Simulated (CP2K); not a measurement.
# Si2H6O2 (SMILES O[SiH2][SiH2]O) at 4 levels

Aim: a comparison of 4 runs (B3LYP/6-31G*, PBE/TZV2P-MOLOPT-PBE-GTH, PBE0/TZV2P-MOLOPT-PBE0-GTH, revPBE-D3(BJ)/TZV2P-MOLOPT-PBE-GTH) of Si2H6O2. 

Program for the calculation: CP2K 2026.2.

1 further run of the same task is left out (set aside as unsound or not needed).

## Step 1: The system as given

Si2H6O2: 10 atoms, total charge 0, spin state singlet. SMILES: `O[SiH2][SiH2]O`. Geometry: relaxed at PBE0-D4/def2-TZVP. This is one conformer, not always the lowest.

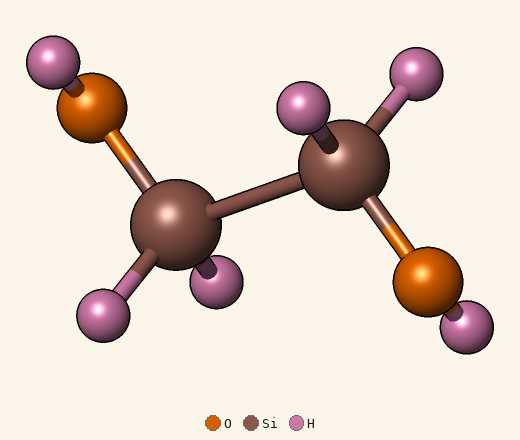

The structure, seen from a chosen angle (oxygen orange, silicon brown, hydrogen pink).

## Step 2: The energy at B3LYP/6-31G(d) (spherical functions) (run 1)

calc.inp

```
&GLOBAL
  PROJECT calc
  RUN_TYPE ENERGY
  PRINT_LEVEL MEDIUM
&END GLOBAL

&FORCE_EVAL
  METHOD Quickstep
  &DFT
    BASIS_SET_FILE_NAME ./6_31gs.basis
    POTENTIAL_FILE_NAME POTENTIAL
    &QS
      METHOD GAPW
      EPS_DEFAULT 1.0E-10
    &END QS
    &MGRID
      CUTOFF 280
      REL_CUTOFF 50
      NGRIDS 4
    &END MGRID
    &POISSON
      PERIODIC NONE
      POISSON_SOLVER MULTIPOLE
    &END POISSON
    &SCF
      SCF_GUESS ATOMIC
      EPS_SCF 1.0E-07
      MAX_SCF 150
      ADDED_MOS 3
      &DIAGONALIZATION
        ALGORITHM STANDARD
      &END DIAGONALIZATION
      &MIXING
        METHOD DIRECT_P_MIXING
        ALPHA 0.4
      &END MIXING
    &END SCF
    &XC
      &XC_FUNCTIONAL
        &HYB_GGA_XC_B3LYP
        &END HYB_GGA_XC_B3LYP
      &END XC_FUNCTIONAL
      &HF
        FRACTION 0.2
        &SCREENING
          EPS_SCHWARZ 1.0E-10
        &END SCREENING
        &MEMORY
          MAX_MEMORY 1050
        &END MEMORY
      &END HF
    &END XC
    &PRINT
      &MOMENTS
        PERIODIC F
        REFERENCE COM
        MAX_MOMENT 1
      &END MOMENTS
      &MO ON
        ENERGIES T
        OCCUPATION_NUMBERS T
        NDIGITS 6
        &EACH
          QS_SCF 0
        &END EACH
        ADD_LAST NUMERIC
      &END MO
      &LOWDIN ON
      &END LOWDIN
      &HIRSHFELD OFF
      &END HIRSHFELD
      &MO_MOLDEN ON
        NDIGITS 8
      &END MO_MOLDEN
    &END PRINT
  &END DFT
  &SUBSYS
    &CELL
      ABC 10 12.1 11.4
      PERIODIC NONE
    &END CELL
    &COORD
      O      3.994300     7.932000     6.723100
      Si     5.131900     6.730300     6.653800
      Si     4.869000     5.370700     4.746400
      O      6.004800     4.167300     4.679200
      H      4.004300     8.589800     6.026900
      H      4.938500     5.931400     7.893200
      H      6.515900     7.291000     6.680400
      H      3.484100     4.812300     4.718600
      H      5.065100     6.168600     3.506800
      H      5.993300     3.510200     5.376100
    &END COORD
    &KIND O
      BASIS_SET 6-31Gs
      POTENTIAL ALL
      LEBEDEV_GRID 194
      RADIAL_GRID 100
    &END KIND
    &KIND Si
      BASIS_SET 6-31Gs
      POTENTIAL ALL
      LEBEDEV_GRID 194
      RADIAL_GRID 100
    &END KIND
    &KIND H
      BASIS_SET 6-31Gs
      POTENTIAL ALL
      LEBEDEV_GRID 194
      RADIAL_GRID 100
    &END KIND
  &END SUBSYS
&END FORCE_EVAL
```

On the command line:

```bash
$ OMP_NUM_THREADS=1 cp2k.psmp calc.inp > calc.out
```

Output:

```text
CP2K| version string:                                       CP2K version 2026.2
[...]
 GLOBAL| Method name                                                        CP2K
[...]
 GLOBAL| Run type                                                         ENERGY
[...]
 DFT| Spin restricted Kohn-Sham (RKS) calculation                            RKS
 DFT| Multiplicity                                                             1
[...]
 DFT| Charge                                                                   0
[...]
 FUNCTIONAL| HYB_GGA_XC_B3LYP:
[...]
 QS| Method:                                                                GAPW
[...]
 QS| Density cutoff [a.u.]:                                                140.0
[...]
 QS| Relative density cutoff [a.u.]:                                        25.0
[...]
                             - Atoms:                                         10
[...]
                             - Spherical basis functions:                     76
[...]
 Number of electrons:                                                         50
[...]
     1 P_Mix/Diag. 0.40E+00    4.3     0.49940527      -733.4599860357 -7.33E+02
[...]
    14 DIIS/Diag.  0.19E-07    1.6     4.1790E-09      -733.0907945194  1.14E-13
  *** SCF run converged in    14 steps ***
[...]
  Overlap energy of the core charge distribution:               0.00000026764456
  Self energy of the core charge distribution:               -405.60389869840850
  Core Hamiltonian energy:                                   -333.23156500953195
  Hartree energy:                                             113.08069548206115
  Exchange-correlation energy:                                -16.94630003817723
  Hartree-Fock Exchange energy:                               -11.88534749022540
[...]
  Dipole moment [Debye]
    X= -0.1673475E-02 Y=  0.1513619E-02 Z= -0.3430982E-03  Total=      0.0022824
 ENERGY| Total FORCE_EVAL ( QS ) energy [hartree]           -733.090794519413180
[...]
```

It took 26 s on 1 thread of Arm Neoverse V2, shared host; peak memory 0.76 GiB.

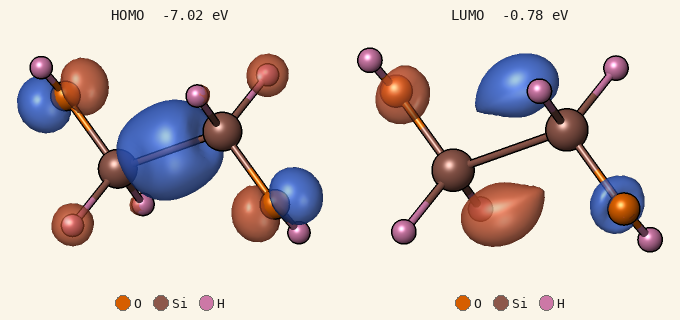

Frontier orbitals of this run, surfaces at ±0.2 Å^-3/2.

## Step 3: The energy at PBE/TZV2P-MOLOPT-PBE-GTH (core potential) (run 2)

molecule.xyz

```xyz
10

O     -1.023300     1.887700     1.029000
Si     0.114300     0.686000     0.959700
Si    -0.148600    -0.673600    -0.947700
O      0.987200    -1.877000    -1.014900
H     -1.013300     2.545500     0.332800
H     -0.079100    -0.112900     2.199100
H      1.498300     1.246700     0.986300
H     -1.533500    -1.232000    -0.975500
H      0.047500     0.124300    -2.187300
H      0.975700    -2.534100    -0.318000
```

gas.inp

```
&GLOBAL
 PROJECT_NAME gas
 RUN_TYPE ENERGY
 PRINT_LEVEL MEDIUM
&END GLOBAL

&FORCE_EVAL
 METHOD Quickstep
 &DFT
  BASIS_SET_FILE_NAME BASIS_MOLOPT_UZH
  POTENTIAL_FILE_NAME POTENTIAL_UZH
  &QS
   METHOD GPW
   EPS_DEFAULT 1.0E-10
  &END QS
  &MGRID
   CUTOFF 400
   REL_CUTOFF 50
   NGRIDS 4
  &END MGRID
  &POISSON
   PERIODIC NONE
   POISSON_SOLVER MULTIPOLE
  &END POISSON
  &SCF
   SCF_GUESS ATOMIC
   EPS_SCF 1.0E-06
   MAX_SCF 40
   &OT
    MINIMIZER DIIS
    PRECONDITIONER FULL_ALL
   &END OT
   &OUTER_SCF
    EPS_SCF 1.0E-06
    MAX_SCF 5
   &END OUTER_SCF
  &END SCF
  &XC
   &XC_FUNCTIONAL PBE
   &END XC_FUNCTIONAL
  &END XC
  &PRINT
   &MOMENTS
    PERIODIC F
    REFERENCE COM
    MAX_MOMENT 1
   &END MOMENTS
   &MO_CUBES
    NLUMO 1
    NHOMO -1
    WRITE_CUBE F
   &END MO_CUBES
   &HIRSHFELD OFF
   &END HIRSHFELD
  &END PRINT
 &END DFT
 &SUBSYS
  &CELL
   ABC 10 12.1 11.4
   PERIODIC NONE
  &END CELL
  &TOPOLOGY
   COORD_FILE_NAME molecule.xyz
   COORD_FILE_FORMAT XYZ
   &CENTER_COORDINATES
   &END CENTER_COORDINATES
  &END TOPOLOGY
  &KIND O
   BASIS_SET TZV2P-MOLOPT-PBE-GTH-q6
   POTENTIAL GTH-PBE-q6
  &END KIND
  &KIND Si
   BASIS_SET TZV2P-MOLOPT-PBE-GTH-q4
   POTENTIAL GTH-PBE-q4
  &END KIND
  &KIND H
   BASIS_SET TZV2P-MOLOPT-PBE-GTH-q1
   POTENTIAL GTH-PBE-q1
  &END KIND
 &END SUBSYS
&END FORCE_EVAL
```

On the command line:

```bash
$ OMP_NUM_THREADS=1 cp2k.psmp -i gas.inp > gas.out 2>&1
```

Output:

```text
CP2K| version string:                                       CP2K version 2026.2
[...]
 GLOBAL| Method name                                                        CP2K
[...]
 GLOBAL| Run type                                                         ENERGY
[...]
 DFT| Spin restricted Kohn-Sham (RKS) calculation                            RKS
 DFT| Multiplicity                                                             1
[...]
 DFT| Charge                                                                   0
[...]
 FUNCTIONAL| PBE:
 QS| Method:                                                                 GPW
[...]
 QS| Density cutoff [a.u.]:                                                200.0
[...]
 QS| Relative density cutoff [a.u.]:                                        25.0
[...]
                             - Atoms:                                         10
[...]
                             - Spherical basis functions:                    200
[...]
 Number of electrons:                                                         26
[...]
     1 OT DIIS     0.15E+00    1.6     0.10875601       -41.1200605230 -4.11E+01
[...]
    23 OT DIIS     0.15E+00    1.8     0.00000058       -43.5120377995 -9.97E-11
  *** SCF run converged in    23 steps ***
[...]
  Overlap energy of the core charge distribution:               0.00000010932049
  Self energy of the core charge distribution:               -112.03794853157227
  Core Hamiltonian energy:                                     31.29908073505478
  Hartree energy:                                              48.84327596828775
  Exchange-correlation energy:                                -11.61644608056061
  Total energy:                                               -43.51203779946986
[...]
  Dipole moment [Debye]
    X= -0.1482386E-02 Y=  0.1239854E-02 Z= -0.2517140E-03  Total=      0.0019489
[...]
 WARNING : did not converge in ot_eigensolver
 number of iterations          299  exceeded maximum
 current gradient / target gradient   6.5025630351333368E-005  /    1.0000000000000001E-005
[...]
 HOMO - LUMO gap [eV] :    4.368743
 ENERGY| Total FORCE_EVAL ( QS ) energy [hartree]            -43.512037799469859
[...]
```

Wall time 43 s (1 thread of Arm Neoverse V2, shared host); peak memory 1.1 GiB.

Run 3 isn't shown in full; the table further down has it.

## Step 4: The energy at revPBE-D3(BJ)/TZV2P-MOLOPT-PBE-GTH (core potential) (run 4)

gas.inp

```
&GLOBAL
  PROJECT gas
  RUN_TYPE ENERGY
  PRINT_LEVEL MEDIUM
&END GLOBAL

&FORCE_EVAL
  METHOD Quickstep
  &DFT
    BASIS_SET_FILE_NAME BASIS_MOLOPT_UZH
    POTENTIAL_FILE_NAME POTENTIAL_UZH
    CHARGE 0
    MULTIPLICITY 1
    &QS
      METHOD GPW
      EPS_DEFAULT 1.0E-10
    &END QS
    ! plane-wave cutoff in Ry
    &MGRID
      CUTOFF 400
      REL_CUTOFF 50
      NGRIDS 4
    &END MGRID
    &POISSON
      PERIODIC NONE
      POISSON_SOLVER MULTIPOLE
    &END POISSON
    &SCF
      SCF_GUESS ATOMIC
      EPS_SCF 1.0E-06
      MAX_SCF 80
      ADDED_MOS 10
      &DIAGONALIZATION
        ALGORITHM STANDARD
      &END DIAGONALIZATION
      &MIXING
        METHOD BROYDEN_MIXING
        ALPHA 0.3
        NBUFFER 8
      &END MIXING
    &END SCF
    ! exchange and correlation
    &XC
      &XC_FUNCTIONAL
        &PBE
          PARAMETRIZATION REVPBE
        &END PBE
      &END XC_FUNCTIONAL
      &VDW_POTENTIAL
        POTENTIAL_TYPE PAIR_POTENTIAL
        &PAIR_POTENTIAL
          TYPE DFTD3(BJ)
          PARAMETER_FILE_NAME dftd3.dat
          REFERENCE_FUNCTIONAL revPBE
          R_CUTOFF 15
        &END PAIR_POTENTIAL
      &END VDW_POTENTIAL
    &END XC
    &PRINT
      &MOMENTS
        PERIODIC F
        REFERENCE COM
        MAX_MOMENT 1
      &END MOMENTS
      &MO ON
        ENERGIES T
        OCCUPATION_NUMBERS T
        NDIGITS 6
        &EACH
          QS_SCF 0
        &END EACH
        ADD_LAST NUMERIC
      &END MO
      &HIRSHFELD OFF
      &END HIRSHFELD
    &END PRINT
  &END DFT
  &SUBSYS
    &CELL
      ABC [angstrom] 10 12.1 11.4
      PERIODIC NONE
    &END CELL
    &COORD
      O      3.994300     7.932000     6.723100
      Si     5.131900     6.730300     6.653800
      Si     4.869000     5.370700     4.746400
      O      6.004800     4.167300     4.679200
      H      4.004300     8.589800     6.026900
      H      4.938500     5.931400     7.893200
      H      6.515900     7.291000     6.680400
      H      3.484100     4.812300     4.718600
      H      5.065100     6.168600     3.506800
      H      5.993300     3.510200     5.376100
    &END COORD
    &KIND O
      BASIS_SET TZV2P-MOLOPT-PBE-GTH-q6
      POTENTIAL GTH-PBE-q6
    &END KIND
    &KIND Si
      BASIS_SET TZV2P-MOLOPT-PBE-GTH-q4
      POTENTIAL GTH-PBE-q4
    &END KIND
    &KIND H
      BASIS_SET TZV2P-MOLOPT-PBE-GTH-q1
      POTENTIAL GTH-PBE-q1
    &END KIND
  &END SUBSYS
&END FORCE_EVAL
```

On the command line:

```bash
$ OMP_NUM_THREADS=1 cp2k.psmp gas.inp > gas.out
```

Output:

```text
CP2K| version string:                                       CP2K version 2026.2
[...]
 GLOBAL| Method name                                                        CP2K
[...]
 GLOBAL| Run type                                                         ENERGY
[...]
 DFT| Spin restricted Kohn-Sham (RKS) calculation                            RKS
 DFT| Multiplicity                                                             1
[...]
 DFT| Charge                                                                   0
[...]
 FUNCTIONAL| PBE:
[...]
 QS| Method:                                                                 GPW
[...]
 QS| Density cutoff [a.u.]:                                                200.0
[...]
 QS| Relative density cutoff [a.u.]:                                        25.0
[...]
                             - Atoms:                                         10
[...]
                             - Spherical basis functions:                    200
[...]
 Number of electrons:                                                         26
[...]
     1 NoMix/Diag. 0.30E+00    1.6     0.66608308       -43.0973184047 -4.31E+01
[...]
    20 Broy./Diag. 0.30E+00    2.0     0.00000088       -43.5945914307  7.17E-09
  *** SCF run converged in    20 steps ***
[...]
  Overlap energy of the core charge distribution:               0.00000010932049
  Self energy of the core charge distribution:               -112.03794853157227
  Core Hamiltonian energy:                                     31.36065262643265
  Hartree energy:                                              48.80150126626755
  Exchange-correlation energy:                                -11.70160276443585
  Dispersion energy:                                           -0.01719413668211
  Total energy:                                               -43.59459143066955
[...]
  Dipole moment [Debye]
    X= -0.1501724E-02 Y=  0.1233485E-02 Z= -0.2309780E-03  Total=      0.0019570
 ENERGY| Total FORCE_EVAL ( QS ) energy [hartree]            -43.594591430669546
[...]
```

Run time: 41 s. Hardware: 1 thread of Arm Neoverse V2, shared host; peak memory 1.9 GiB.

## Step 5: All runs side by side

| run | level | core potential | scheme | energy (Eh) | dipole moment (D) | HOMO energy (eV) | LUMO energy (eV) | wall time |
| --- | --- | --- | --- | --- | --- | --- | --- | --- |
| 1 | B3LYP/6-31G* (spherical functions) | none | GAPW | -733.090795 | 0.00 | -7.02 | -0.78 | 26 s |
| 2 | PBE/TZV2P-MOLOPT-PBE-GTH (core potential) | GTH-PBE | GPW | -43.512038 | 0.00 | -6.22 | -1.85 | 43 s |
| 3 | PBE0/TZV2P-MOLOPT-PBE0-GTH (core potential) | GTH-PBE0 | GPW | -43.507644 | 0.00 | -7.45 | -0.96 | 74 s |
| 4 | revPBE-D3(BJ)/TZV2P-MOLOPT-PBE-GTH (core potential) | GTH-PBE | GPW | -43.594591 | 0.00 | -6.19 | -1.75 | 41 s |

## Step 6: What came out

| quantity | value |
| --- | --- |
| run 4: total energy | -43.59459 Eh |
| run 4: dipole moment | 0.00 D |
| run 4: HOMO energy | -6.19 eV |
| run 4: LUMO energy | -1.75 eV |
| run 4: HOMO–LUMO gap | 4.44 eV |
| run 4: dispersion energy | -45.14 kJ/mol |

The HOMO–LUMO gap runs from 4.37 eV (PBE/TZV2P-MOLOPT-PBE-GTH) to 6.49 eV (PBE0/TZV2P-MOLOPT-PBE0-GTH). The two ends differ in method and basis. Totals of different functionals can't be ranked against each other. Some runs of one species differ in core potentials or relativity; totals across that change don't compare. All runs together took 3.1 min, the longest 74 s.
